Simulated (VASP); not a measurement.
# NiSb (Breithauptite) with r2SCAN + rVV10: from relaxation to properties, part 3 of 11

What structure does NiSb (Breithauptite) take at this level, and what are its properties? The start is a cell from a database of measured crystal structures.

VASP 6.6.1, plane waves and PAW; the level of theory is named at each step.

Still holding for the runs below: The k-mesh is coarse for a metal.

So far. Step 2 (Magnetic order: ferromagnetic): The moments fall under 0.1 μB, and the mesh shows no gap. Step 3 (Magnetic order: antiferromagnetic within the cell): The energy lies +0.0 meV an atom from the first pattern, a difference of sampling, since both runs hold the same state. The moments fall under 0.1 μB, and the mesh shows no gap.

The database entry behind the starting cell differs from later determinations by our own check (c about 0.3 % short), so it need not match the best structure at ambient conditions.

### 4. Magnetic order: antiferromagnetic, q = (0, 0, 1/2)

Level of this step: r2SCAN with rVV10, spin-polarised from an antiferromagnetic start; plane waves and PAW (Ni, Sb) (VASP).

System of this step: NiSb (Breithauptite). Symmetry: P6_3/mmc, No. 194, hexagonal system. The conventional cell has a = 3.928 Å, b = 3.928 Å, c = 5.120 Å, α = 90.00°, β = 90.00°, γ = 120.00°. Ni has 2 Ni at 2.56 Å and 6 Sb at 2.60 Å nearest. Nearest to Sb lie 6 Ni at 2.60 Å. Farther neighbours are not listed.

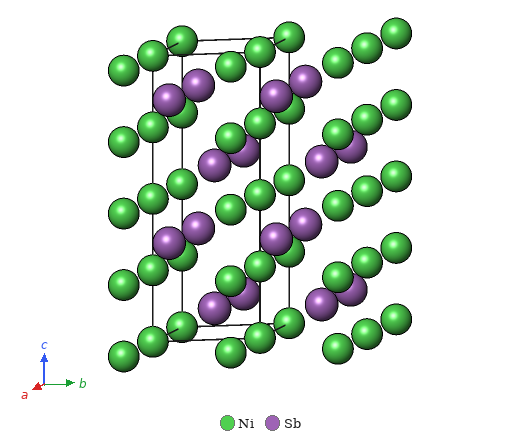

The cell of this step (nickel green, antimony purple). 2×2×1 cells are drawn. Some periodic images of atoms are drawn too.

Next, a pattern with opposite moments, which needs a doubled cell; q is given in the reciprocal vectors of the primitive cell.

File INCAR:

```
SYSTEM = NiSb
PREC = Accurate
ENCUT = 400
EDIFF = 1E-06
NELM = 100
ISMEAR = 0
SIGMA = 0.05
LREAL = .FALSE.
ALGO = Normal
METAGGA = R2SCAN
LUSE_VDW = .TRUE.
IVDW_NL = 2
BPARAM = 11.95
CPARAM = 0.0093
LASPH = .TRUE.
NBANDS = 42
ISPIN = 2
MAGMOM = 1 -1 1 -1 0 0 0 0
LMAXMIX = 4
LORBIT = 11
LWAVE = .FALSE.
LCHARG = .FALSE.
KPAR = 8
ISIF = 2
```

File POSCAR:

```
NiSb
1.0
    3.9280000000      0.0000000000      0.0000000000
   -1.9640000000      3.4017477861      0.0000000000
    0.0000000000      0.0000000000     10.2400000000
Ni Sb
4 4
Direct
    0.0000000000      0.0000000000      0.0000000000
    0.0000000000      0.0000000000      0.5000000000
    0.0000000000      0.0000000000      0.2500000000
    0.0000000000      0.0000000000      0.7500000000
    0.3333333333      0.6666666667      0.1250000000
    0.3333333333      0.6666666667      0.6250000000
    0.6666666667      0.3333333333      0.3750000000
    0.6666666667      0.3333333333      0.8750000000
```

File KPOINTS:

```
Automatic mesh
0
Gamma
7 7 3
0 0 0
```

The projector-augmented-wave data sets are Ni and Sb (PBE family, release 64).

On the command line:

```
$ mpirun -np 8 vasp_std
```

Log:

```text
[banner, memory and clock lines left out]
running    8 mpi-ranks, on    1 nodes
 distrk:  each k-point on    1 cores,    8 groups
 distr:  one band on    1 cores,    1 groups

 POSCAR found type information on POSCAR NiSb
 POSCAR found :  2 types and       8 ions
 [... a notice as in an earlier step ...]

 [... a notice as in an earlier step ...]

 [... a notice as in an earlier step ...]

 LDA part: xc-table for (None), standard interpolation
 POSCAR, INCAR and KPOINTS ok, starting setup
 FFT: planning ... GRIDC
 FFT: planning ... GRID_SOFT
 FFT: planning ... GRID
 WAVECAR not read
 entering main loop
       N       E                     dE             d eps       ncg     rms          rms(c)
Total rVV10 correction in eV:      1.5482693    82.0364628
Total rVV10 correction in eV:      1.5482693    82.0364628
Total rVV10 correction in eV:      1.5482693    82.0364628
Total rVV10 correction in eV:      1.5482693    82.0364628
Total rVV10 correction in eV:      1.5482693    82.0364628
Total rVV10 correction in eV:      1.5482693    82.0364628
Total rVV10 correction in eV:      1.5482693    82.0364628
Total rVV10 correction in eV:      1.5482693    82.0364628
DAV:   1     0.260923845494E+03    0.26092E+03   -0.21080E+04  2688   0.126E+03
DAV:   2    -0.131752751493E+03   -0.39268E+03   -0.37593E+03  2738   0.311E+02
DAV:   3    -0.159692738800E+03   -0.27940E+02   -0.26874E+02  3134   0.104E+02
DAV:   4    -0.160447920043E+03   -0.75518E+00   -0.75020E+00  3078   0.162E+01
DAV:   5    -0.160473437020E+03   -0.25517E-01   -0.25511E-01  3826   0.291E+00    0.197E+01
Total rVV10 correction in eV:      1.4735557    82.0364680
Total rVV10 correction in eV:      1.4735557    82.0364680
Total rVV10 correction in eV:      1.4735557    82.0364680
Total rVV10 correction in eV:      1.4735557    82.0364680
Total rVV10 correction in eV:      1.4735557    82.0364680
Total rVV10 correction in eV:      1.4735557    82.0364680
Total rVV10 correction in eV:      1.4735557    82.0364680
Total rVV10 correction in eV:      1.4735557    82.0364680
DAV:   6    -0.159471977555E+03    0.10015E+01   -0.66462E+01  2968   0.111E+02    0.268E+01
Total rVV10 correction in eV:      1.5046925    82.0364695
Total rVV10 correction in eV:      1.5046925    82.0364695
Total rVV10 correction in eV:      1.5046925    82.0364695
Total rVV10 correction in eV:      1.5046925    82.0364695
Total rVV10 correction in eV:      1.5046925    82.0364695
Total rVV10 correction in eV:      1.5046925    82.0364695
Total rVV10 correction in eV:      1.5046925    82.0364695
Total rVV10 correction in eV:      1.5046925    82.0364695
DAV:   7    -0.150827783964E+03    0.86442E+01   -0.18325E+01  3162   0.704E+01    0.660E+00
Total rVV10 correction in eV:      1.5039568    82.0364689
Total rVV10 correction in eV:      1.5039568    82.0364689
Total rVV10 correction in eV:      1.5039568    82.0364689
Total rVV10 correction in eV:      1.5039568    82.0364689
Total rVV10 correction in eV:      1.5039568    82.0364689
Total rVV10 correction in eV:      1.5039568    82.0364689
Total rVV10 correction in eV:      1.5039568    82.0364689
Total rVV10 correction in eV:      1.5039568    82.0364689
DAV:   8    -0.151210804740E+03   -0.38302E+00   -0.38151E+00  3754   0.196E+01    0.520E+00
Total rVV10 correction in eV:      1.4933555    82.0364686
Total rVV10 correction in eV:      1.4933555    82.0364686
Total rVV10 correction in eV:      1.4933555    82.0364686
Total rVV10 correction in eV:      1.4933555    82.0364686
Total rVV10 correction in eV:      1.4933555    82.0364686
Total rVV10 correction in eV:      1.4933555    82.0364686
Total rVV10 correction in eV:      1.4933555    82.0364686
Total rVV10 correction in eV:      1.4933555    82.0364686
DAV:   9    -0.151129099960E+03    0.81705E-01   -0.75538E-01  3616   0.112E+01    0.164E+00
Total rVV10 correction in eV:      1.4945973    82.0364688
Total rVV10 correction in eV:      1.4945973    82.0364688
Total rVV10 correction in eV:      1.4945973    82.0364688
Total rVV10 correction in eV:      1.4945973    82.0364688
Total rVV10 correction in eV:      1.4945973    82.0364688
Total rVV10 correction in eV:      1.4945973    82.0364688
Total rVV10 correction in eV:      1.4945973    82.0364688
Total rVV10 correction in eV:      1.4945973    82.0364688
DAV:  10    -0.151162484268E+03   -0.33384E-01   -0.10141E-01  3140   0.372E+00    0.873E-01
Total rVV10 correction in eV:      1.4960163    82.0364688
Total rVV10 correction in eV:      1.4960163    82.0364688
Total rVV10 correction in eV:      1.4960163    82.0364688
Total rVV10 correction in eV:      1.4960163    82.0364688
Total rVV10 correction in eV:      1.4960163    82.0364688
Total rVV10 correction in eV:      1.4960163    82.0364688
Total rVV10 correction in eV:      1.4960163    82.0364688
Total rVV10 correction in eV:      1.4960163    82.0364688
DAV:  11    -0.151175560412E+03   -0.13076E-01   -0.11389E-02  4012   0.150E+00    0.512E-01
Total rVV10 correction in eV:      1.4969231    82.0364688
Total rVV10 correction in eV:      1.4969231    82.0364688
Total rVV10 correction in eV:      1.4969231    82.0364688
Total rVV10 correction in eV:      1.4969231    82.0364688
Total rVV10 correction in eV:      1.4969231    82.0364688
Total rVV10 correction in eV:      1.4969231    82.0364688
Total rVV10 correction in eV:      1.4969231    82.0364688
Total rVV10 correction in eV:      1.4969231    82.0364688
DAV:  12    -0.151184596720E+03   -0.90363E-02   -0.11221E-02  3316   0.886E-01    0.212E-01
Total rVV10 correction in eV:      1.4969731    82.0364688
Total rVV10 correction in eV:      1.4969731    82.0364688
Total rVV10 correction in eV:      1.4969731    82.0364688
Total rVV10 correction in eV:      1.4969731    82.0364688
Total rVV10 correction in eV:      1.4969731    82.0364688
Total rVV10 correction in eV:      1.4969731    82.0364688
Total rVV10 correction in eV:      1.4969731    82.0364688
Total rVV10 correction in eV:      1.4969731    82.0364688
DAV:  13    -0.151184805339E+03   -0.20862E-03   -0.33335E-03  3640   0.477E-01    0.103E-01
Total rVV10 correction in eV:      1.4969794    82.0364688
Total rVV10 correction in eV:      1.4969794    82.0364688
Total rVV10 correction in eV:      1.4969794    82.0364688
Total rVV10 correction in eV:      1.4969794    82.0364688
Total rVV10 correction in eV:      1.4969794    82.0364688
Total rVV10 correction in eV:      1.4969794    82.0364688
Total rVV10 correction in eV:      1.4969794    82.0364688
Total rVV10 correction in eV:      1.4969794    82.0364688
DAV:  14    -0.151184857514E+03   -0.52175E-04   -0.28770E-04  3000   0.100E-01    0.822E-02
Total rVV10 correction in eV:      1.4969486    82.0364688
Total rVV10 correction in eV:      1.4969486    82.0364688
Total rVV10 correction in eV:      1.4969486    82.0364688
Total rVV10 correction in eV:      1.4969486    82.0364688
Total rVV10 correction in eV:      1.4969486    82.0364688
Total rVV10 correction in eV:      1.4969486    82.0364688
Total rVV10 correction in eV:      1.4969486    82.0364688
Total rVV10 correction in eV:      1.4969486    82.0364688
DAV:  15    -0.151184858426E+03   -0.91182E-06   -0.24875E-05  3080   0.382E-02    0.307E-02
Total rVV10 correction in eV:      1.4969526    82.0364688
Total rVV10 correction in eV:      1.4969526    82.0364688
Total rVV10 correction in eV:      1.4969526    82.0364688
Total rVV10 correction in eV:      1.4969526    82.0364688
Total rVV10 correction in eV:      1.4969526    82.0364688
Total rVV10 correction in eV:      1.4969526    82.0364688
Total rVV10 correction in eV:      1.4969526    82.0364688
Total rVV10 correction in eV:      1.4969526    82.0364688
DAV:  16    -0.151184858099E+03    0.32659E-06   -0.70140E-06  2872   0.179E-02
Total rVV10 correction in eV:      1.4971020    82.0364688
Total rVV10 correction in eV:      1.4971020    82.0364688
Total rVV10 correction in eV:      1.4971020    82.0364688
Total rVV10 correction in eV:      1.4971020    82.0364688
Total rVV10 correction in eV:      1.4971020    82.0364688
Total rVV10 correction in eV:      1.4971020    82.0364688
Total rVV10 correction in eV:      1.4971020    82.0364688
Total rVV10 correction in eV:      1.4971020    82.0364688
Total rVV10 correction in eV:      1.4969811    82.0364688
Total rVV10 correction in eV:      1.4969811    82.0364688
Total rVV10 correction in eV:      1.4969811    82.0364688
Total rVV10 correction in eV:      1.4969811    82.0364688
Total rVV10 correction in eV:      1.4969811    82.0364688
Total rVV10 correction in eV:      1.4969811    82.0364688
Total rVV10 correction in eV:      1.4969811    82.0364688
Total rVV10 correction in eV:      1.4969811    82.0364688
   1 F= -.15118486E+03 E0= -.15117985E+03  d E =-.100140E-01  mag=     0.0000
```

Elapsed: 2.4 min, on 8 MPI ranks of Intel Xeon Platinum 8488C (Sapphire Rapids), shared host; peak memory 4.3 GiB.

From OUTCAR (step 4):

```text
  LATTYP: Found a hexagonal cell.
 ALAT       =     3.9280000000
 C/A-ratio  =     2.6069246436

 Found     16 irreducible k-points:

   k-points           NKPTS =     16   k-points in BZ     NKDIM =     16   number of bands    NBANDS=     42

   dimension x,y,z NGX =    28 NGY =   28 NGZ =   70
   dimension x,y,z NGXF=    56 NGYF=   56 NGZF=  140

   ENCUT  =  400.0 eV  29.40 Ry    5.42 a.u.   6.41  6.41 16.70*2*pi/ulx,y,z

   NELECT =      60.0000    total number of electrons

 E-fermi :  10.0189

 spin component 1
 k-point     1 :       0.0000    0.0000    0.0000
  band No.  band energies     occupation
    ...
     21       7.7338      1.00000
     22       7.7339      1.00000
     23       8.5437      1.00000
     24       8.5437      1.00000
     25       9.8742      0.99998
     26      10.3384      0.00000
     27      10.3385      0.00000
     28      10.5226      0.00000
     29      10.5226      0.00000
     30      12.1141      0.00000
    ...

 k-point     2 :       0.1429   -0.0000    0.0000
  band No.  band energies     occupation
    ...
     23       8.5242      1.00000
     24       8.5440      1.00000
     25       9.0431      1.00000
     26       9.7262      1.00000
     27       9.7871      1.00000
     28      10.1685      0.00001
     29      10.1685      0.00001
     30      11.2706      0.00000
     31      11.2706      0.00000
     32      11.5577      0.00000
    ...

 k-point     3 :       0.2857   -0.0000    0.0000
  band No.  band energies     occupation
    ...
     25       8.5449      1.00000
     26       8.6168      1.00000
     27       8.9385      1.00000
     28       8.9385      1.00000
     29       9.4124      1.00000
     30      10.6649      0.00000
     31      10.7179      0.00000
     32      10.7179      0.00000
     33      11.4743      0.00000
     34      11.4743      0.00000
    ...

 k-point     4 :       0.4286    0.0000    0.0000
  band No.  band energies     occupation
    ...
     26       8.1732      1.00000
     27       8.4644      1.00000
     28       8.5197      1.00000
     29       8.5462      1.00000
     30       9.8255      1.00000
     31      10.2032      0.00000
     32      10.2032      0.00000
     33      11.2313      0.00000
     34      11.7616      0.00000
     35      11.7616      0.00000
    ...

  Total       -0.7888793     -0.7888793     -0.9700520     -0.0000000      0.0000000     -0.0000000
  in kB       -9.2373539     -9.2373539    -11.3587896     -0.0000000      0.0000000     -0.0000000
  external PRESSURE =      -9.9444991 kB  Pullay stress =       0.0000000 kB

  energy-cutoff  :      400.00
  volume of cell :      136.83
      direct lattice vectors                 reciprocal lattice vectors
     3.928000000  0.000000000  0.000000000     0.254582485  0.146983266  0.000000000
    -1.964000000  3.401747786  0.000000000     0.000000000  0.293966532  0.000000000
     0.000000000  0.000000000 10.240000000     0.000000000  0.000000000  0.097656250

 POSITION                                       TOTAL-FORCE (eV/Angst)
 -----------------------------------------------------------------------------------
      0.00000      0.00000      0.00000        -0.000000      0.000000      0.000071
      0.00000      0.00000      5.12000        -0.000000      0.000000      0.000071
      0.00000      0.00000      2.56000        -0.000000      0.000000     -0.000071
      0.00000      0.00000      7.68000        -0.000000      0.000000     -0.000071
     -0.00000      2.26783      1.28000         0.000000     -0.000000      0.000000
     -0.00000      2.26783      6.40000         0.000000     -0.000000      0.000000
      1.96400      1.13392      3.84000        -0.000000     -0.000000      0.000000
      1.96400      1.13392      8.96000        -0.000000      0.000000      0.000000
 -----------------------------------------------------------------------------------
    total drift:                                0.000000     -0.000000      0.000000

  FREE ENERGIE OF THE ION-ELECTRON SYSTEM (eV)
  ---------------------------------------------------
  free  energy   TOTEN  =      -151.1848580990 eV

  energy  without entropy=     -151.1748440658  energy(sigma->0) =     -151.17985108

 total charge
# of ion       s       p       d       tot
------------------------------------------
    1        0.458   0.511   8.471   9.441
    2        0.458   0.511   8.471   9.441
    3        0.458   0.511   8.471   9.441
    4        0.458   0.511   8.471   9.441
    5        1.105   1.236   0.078   2.420
    6        1.105   1.236   0.078   2.420
    7        1.105   1.236   0.078   2.420
    8        1.105   1.236   0.078   2.420
--------------------------------------------------
tot          6.254   6.988  34.199  47.441

 magnetization (x)
# of ion       s       p       d       tot
------------------------------------------
    1       -0.000  -0.000   0.000   0.000
    2        0.000   0.000  -0.000  -0.000
    3       -0.000  -0.000   0.000   0.000
    4        0.000   0.000  -0.000  -0.000
    5       -0.000  -0.000  -0.000  -0.000
    6        0.000   0.000   0.000   0.000
    7        0.000   0.000   0.000   0.000
    8        0.000   0.000   0.000   0.000
--------------------------------------------------
tot          0.000   0.000   0.000   0.000

[... 2 parts as in an earlier step ...]

[... 6 further parts left out ...]
```

Numbers from this step:

| Quantity | Value |
| --- | --- |
| SCF cycles | 16 |
| electrons | 60 |
| bands | 42 |
| irreducible k-points | 16 |
| symmetry operations | 12 |
| free energy (TOTEN) | -151.1849 eV |
| energy at zero smearing | -151.1799 eV |
| Fermi energy | 10.02 eV |
| pressure | -0.9944 GPa |

The spin moment in the PAW sphere vanishes on all atoms.

The energy lies +6.1 meV an atom from the first pattern, a difference of sampling, since both runs hold the same state. The moments fall under 0.1 μB, and the mesh shows no gap.

[end of part 3 of 11]

[Lines on the potential files, build, host, timing and source positions are cut from VASP's logs without a mark.]

[Logs are printed without paths, hosts, clocks, repeated set-up lines and the standing remarks that a program may print on its own settings, such as how far it seeks lower states.]

[Hosts, paths, dates, database ids (printed as entryN), source tags and the programs' standing remarks are cut or masked in the printed files.]

[A measured line is paired with the nearest computed mode of its activity, which favours agreement.]
